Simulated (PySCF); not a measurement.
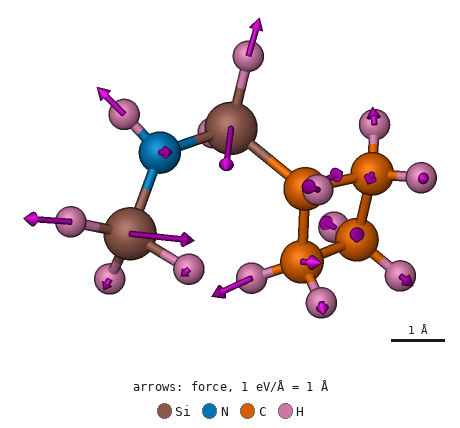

Starting geometry of C4H13NSi2 with the computed forces as purple arrows. Style: ball-and-stick. Shown at a tilt.

The start comes from GFN2-xTB. Its atoms were then displaced at random by about 0.01 Å.

Method: PySCF 2.14.0, density-fitted response routines, PBE0-D3(BJ)/def2-SVP geometry optimisation, gas phase. 

**Is this structure relaxed? If not, where do the atoms go?**

It isn't relaxed: the largest force vector, on a Si atom, is 1.63 eV/Å. The final displacements have little in common with the starting forces (cosine between the two patterns 0.11). The atom that moves furthest after the best rigid fit is an H atom (0.40 Å). By element the largest moves are H 0.40 Å, N 0.20 Å, C 0.11 Å, Si 0.10 Å. Near-neighbour distances that change, for instance: H–Si 1.437 → 1.495 Å, H–Si 1.458 → 1.498 Å, C–H 1.082 → 1.100 Å, H–N 1.001 → 1.017 Å. Bond angles that change, for instance: Si–C–H 113.2° → 108.4°, C–C–H 110.8° → 115.4°, H–Si–H 109.9° → 106.5°. After 10 geometry steps the energy has fallen by 0.197 eV. Cost: 2.5 min on 1 thread of Arm Neoverse V2, on a shared host.
